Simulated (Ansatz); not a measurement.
Level of theory: PBE (plane waves to 420 eV, PAW; Ansatz, a quantum-chemistry and plane-wave program).

Host crystal: monoclinic HfO2, with a band gap (PBE, scalar-relativistic without spin-orbit coupling).

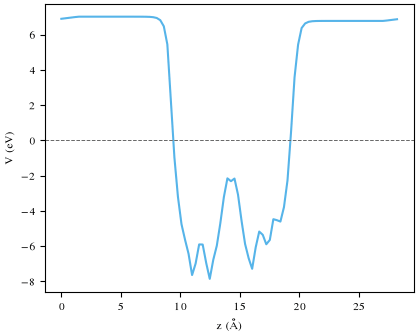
Figure: Electrostatic potential energy of an electron, averaged over planes parallel to the surface, in eV from the highest filled level, for P on a Hf site (surface) in a 2x1 cell of the 1x1 (100) surface of monoclinic HfO2 (cut with top plane 2 O)

Slab: 48 atoms, 9.3 Å thick at the start (thin: gaps and levels are the slab's own); k 2x4x1, smearing 0.01 eV, dipole-corrected; 4 atoms held, the rest relaxed; no symmetry held; spin-polarised, ending with about 1.0 μB a cell; orders that need a larger cell were not tried, no spin-orbit, no U.

The vacuum level lies 6.77 eV above the highest filled level over the top face and 7.02 eV above it under the bottom face.
